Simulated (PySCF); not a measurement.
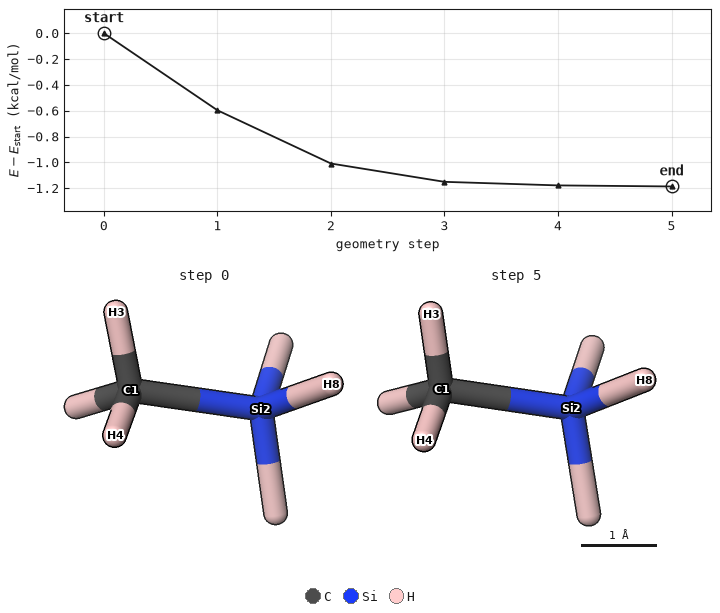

First and last geometry of a relaxation of CH$_{6}$Si, with the history of the run. Style: stick. Shown at a tilt.

The start comes from GFN2-xTB. Its atoms were then displaced at random by about 0.01 Å.

Computed with PBE0-D3(BJ)/def2-TZVP geometry optimisation, gas phase in PySCF 2.14.0, density-fitted response routines. 

> What do the curves and the structures tell?

It converged. An H atom moves most after the best rigid fit: 0.080 Å. Largest moves by element: H 0.080 Å, C 0.025 Å, Si 0.018 Å. Some distances before and after: C–H 1.056 → 1.092 Å, C–H 1.111 → 1.092 Å, H–Si 1.474 → 1.488 Å. Among the angles between lasting bonds that change: H–C–H 104.4° → 108.1°. After 5 geometry steps the energy has fallen by 1.19 kcal/mol.

| step | E − E(0), kcal/mol |
| --- | --- |
| 0 | 0.00 |
| 1 | -0.60 |
| 2 | -1.01 |
| 3 | -1.15 |
| 4 | -1.18 |
| 5 | -1.19 |
